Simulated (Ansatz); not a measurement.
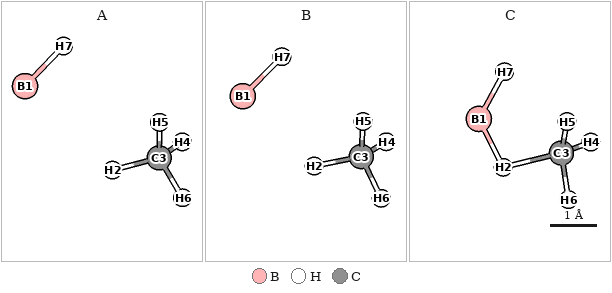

3 geometries from a converged minimum-energy path of CH$_{5}$B, shuffled. A ball-and-stick model, seen at a tilt.

The calculation used Ansatz, RKS B3LYP/def2-mTZVP. Run with 5 movable images; climbing image; force threshold 0.03 eV/Å; iteration limit 60; starting path through a guess of the saddle point.

Which of them lies highest in energy?

Answer. C. In order along the path, whose images run from 0 to 6: C (image 3, +98.1 kcal/mol), B (image 5, +86.4 kcal/mol), A (image 6, +86.2 kcal/mol). Breaking: B1–C3 (1.56 → 2.12 at the top → 3.62 Å), B1–H2 (1.19 → 1.28 at the top → 2.90 Å). Forming: H2–C3 (2.38 → 1.36 at the top → 1.09 Å).

The run took 84 s on 1 thread of Arm Neoverse V1 (shared host), peak memory 0.094 GiB.
